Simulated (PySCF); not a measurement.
# C2H8Cl2OSi2: what the fields show

Input file:

```
{"job": {"kind": "nmr", "xc": "PBE0", "basis": "pcSseg-1"}, "charge": 0, "multiplicity": 1}
C     -3.060783     0.099581     0.243522
O     -1.682006     0.071145     0.484069
Si    -0.466461    -0.372827    -0.492952
Cl    -0.649539     0.610655    -2.268378
Si     1.297716     0.329706     0.808495
C      2.905487     0.092239    -0.205394
Cl     3.001249    -1.628984    -0.669182
H     -3.455131    -0.914604     0.158189
H     -3.279294     0.642368    -0.678414
H     -3.537533     0.604304     1.083497
H     -0.598382    -1.779986    -0.886727
H      1.474725    -0.468924     2.027524
H      1.308376     1.746423     1.215714
H      3.806142     0.312727     0.360004
H      2.931020     0.664166    -1.130090
```

Launched as:

```sh
OMP_NUM_THREADS=1 python probes_run.py task.json out
```

Geometry: GFN2-xTB.

These are results of PySCF 2.14.0, PBE0/pcSseg-1, SCF density, gas phase, non-relativistic, not measurements.

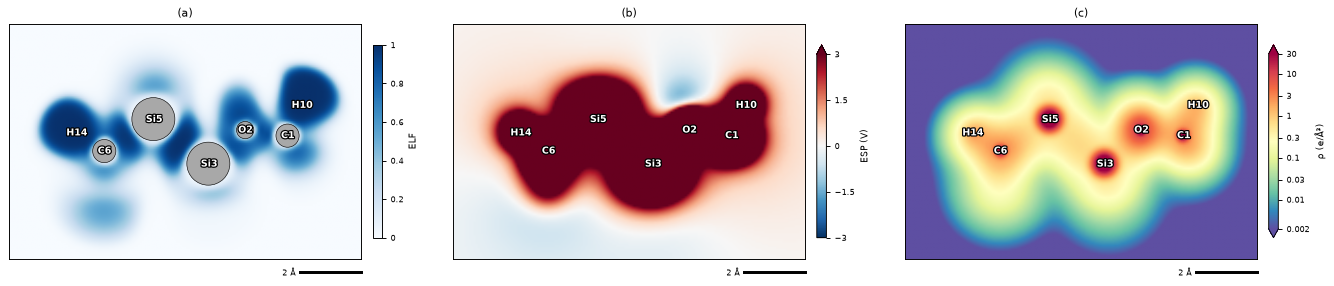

Figure 1. (a) ELF; (b) molecular electrostatic potential; (c) total electron density on the plane of atoms O2, Si3 and Si5. Grey discs cover the atomic cores in the ELF map.

Question: Read the bonding off the picture.

Answer:
- The section cuts through C, O, Si and H sites.
- C–O (1.40 Å): ρ is about 2 e/Å³ halfway, with its minimum of 1.7 e/Å³ about 0.5 Å from C; the ELF peaks at about 0.90 between the atoms: a polar covalent bond.
- Si–O (1.62 Å): the density is about 1.2 e/Å³ at the midpoint; the ELF peaks at about 0.85 between the atoms (a polar covalent bond).
- C–Si (1.92 Å): the density is about 0.9 e/Å³ at the midpoint; the ELF peaks at about 0.95 between the atoms, as expected for localised, covalent bonding.
- Si–Si (2.30 Å): ρ is about 0.71 e/Å³ halfway; the ELF peaks at about 1 between the atoms: localised, covalent bonding.
- C–H (1.09 Å): ρ at the midpoint is about 2 e/Å³; the ELF climbs to about 1 towards the hydrogen, as it does in any bond to H: a covalent bond by its length.
- The ELF also peaks beside O2, away from the bonds: lone-pair regions.
- Outside the dense part of the molecule the potential is most negative (−1.3 V) near O2.

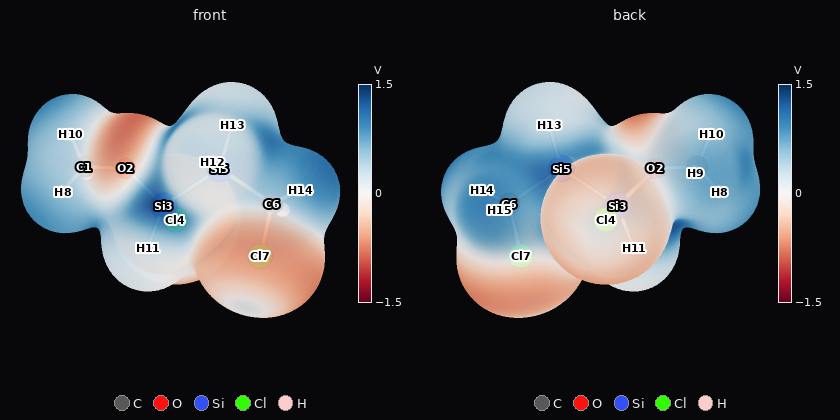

Figure 2. The molecular electrostatic potential painted on the density surface at 0.002 e/bohr³, seen from the front and from behind; the colour scale runs from red (negative) to blue (positive).

Question: Which sites attract a positive test charge, and which a negative one?

Answer: A positive charge is drawn to the negative regions and a negative charge to the positive ones. The most negative region (about −0.8 V) lies over O2, the most positive (about +1.2 V) over Si3 and Si5. Cl7 shows a σ-hole: about +0.1 V at the tip opposite its bond, against about −0.4 V on its flanks.

Question: How polar is the molecule by this calculation?

Answer: Its dipole moment is 1.90 D.
